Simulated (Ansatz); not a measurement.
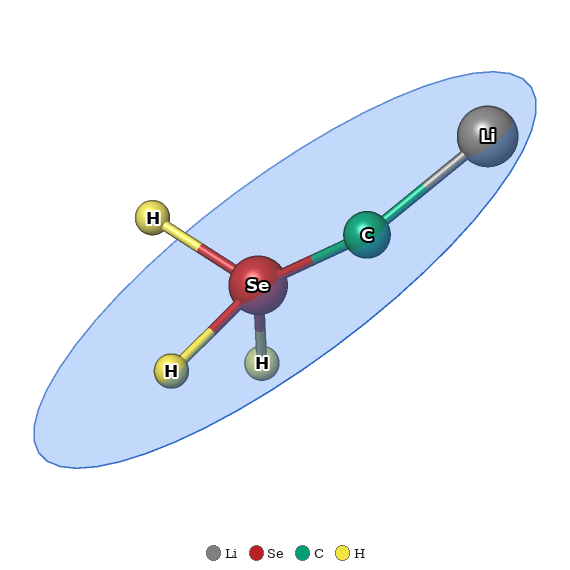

All proper rotation axes (lines) and mirror planes (discs) of the structure are drawn in. Distant atoms are faded towards the background colour. The computed structure is the end point of a PBE-D4/def2-SVP optimisation. No frequency run is at hand to confirm it as a minimum.

> Name the symmetry elements and the point group.

It has 1 mirror plane. Point group Cs. The group has 2 operations. The geometry is achiral, and symmetry allows a dipole moment.
